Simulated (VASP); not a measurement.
Band structure of Fe (bcc). These are revPBE GGA, VASP's PBE PAW potentials (set 64) (plane waves; VASP) values and carry that method's errors.

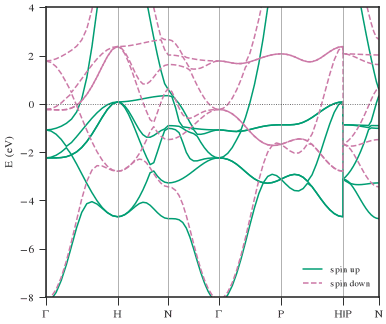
Fig. 1. Bands along high-symmetry lines, zero at the valence-band maximum or, without a gap, the Fermi level

### Question
Read the plot: is there a gap, and where are the band edges?

### Answer
It has no gap at this level: it comes out as a metal or semimetal. (Edges off the drawn lines would not show.)

The compound is Fe in the bcc structure. It was relaxed first.
